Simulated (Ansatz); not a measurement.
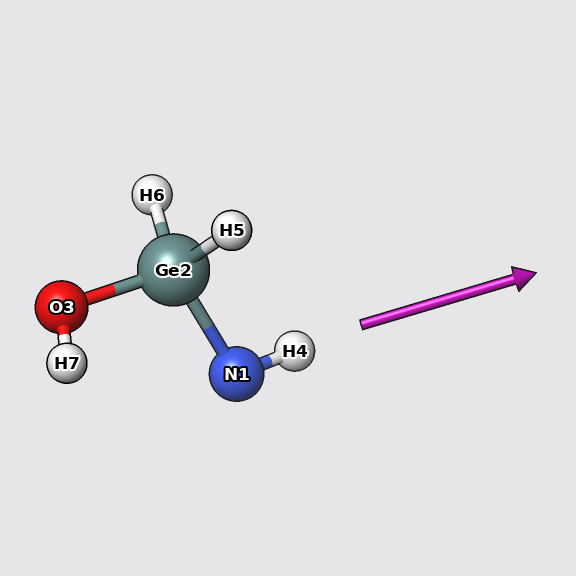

The arrow beside the molecule shows the direction of the dipole moment, from the negative to the positive end (its length means nothing). State: neutral, doublet. The computed structure is the end point of a PBE-D4/def2-SVP optimisation. No frequency run is at hand to confirm it as a minimum. Method: UKS PBE-D4/def2-SVP (Ansatz 0.2.0).

### Estimate the dipole moment.

1.69 D; it points from the side of O3, H7 to the side of H4 (the outermost atoms at the two ends).
